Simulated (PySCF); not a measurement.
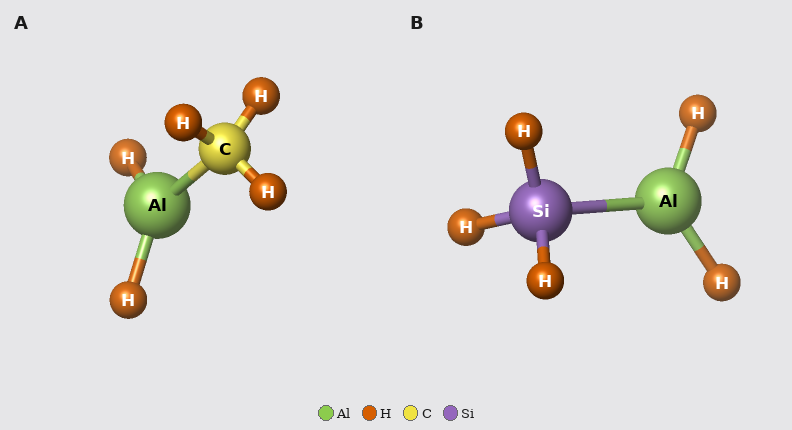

Two related species, optimised with PBE0-D3(BJ)/def2-SVP; properties computed with PySCF 2.14.0. Both: charge 0, singlet.

### Identify both.

A is AlH2Me, B is AlH2(SiH3).

Compare them. With PBE/pcSseg-1 (pcSseg-2 on Al): dipole moment (D), HOMO–LUMO gap (eV), HOMO energy (Kohn–Sham orbital) (eV), shielding of Al (ppm). With PBE0/pcSseg-1 (pcSseg-2 on Al): Hirshfeld charge of Al (e), IAO charge of Al (e). With CAM-B3LYP/def2-SVPD: lowest vertical singlet excitation (eV), mean static polarisability (bohr³). With PBE0-D3(BJ)/def2-SVP: mean Al–H length (Å).

```tsv
quantity	A	B
dipole moment (D)	0.73	0.30
HOMO–LUMO gap (eV)	4.74	3.70
HOMO energy (Kohn–Sham orbital) (eV)	−6.82	−6.59
shielding of Al (ppm)	238.4	204.0
Hirshfeld charge of Al (e)	0.53	0.44
IAO charge of Al (e)	0.78	0.53
lowest vertical singlet excitation (eV)	5.40	4.24
mean static polarisability (bohr³)	43.3	63.9
mean Al–H length (Å)	1.594	1.593
```

Each is one conformer, and no frequency run is at hand to confirm it as a minimum.
